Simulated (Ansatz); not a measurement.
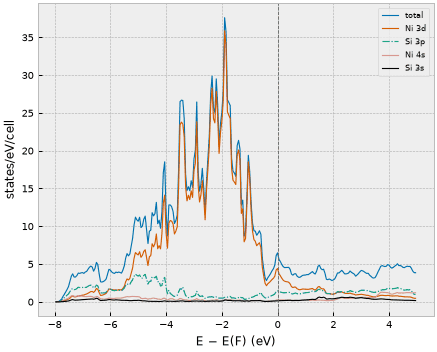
Figure: Total and projected density of states of SiNi₂ in space group Pnma (No. 62; Si on 4c, Ni on 4c, Ni on 4c), DFT-LDA in the program Ansatz with PAW potentials

Problem. Which orbitals carry the states next to the Fermi level?

Solution. Within 0.5 eV of the Fermi level: Ni 3d 66 %, Si 3p 23 %. Projections are on Löwdin-orthogonalised atomic valence shells; empty p or d shells of many metals are not among them.

Problem. Where is the tallest occupied peak in this window, and what makes it?

Solution. Near -1.9 eV, about 38 states/eV per cell; the largest projected share is Ni 3d.

The LDA relaxation kept the symmetry of its start; of distortions, only those at the zone centre were tested. The run is not spin-polarised.

Potentials: the later of the program's two PAW sets.
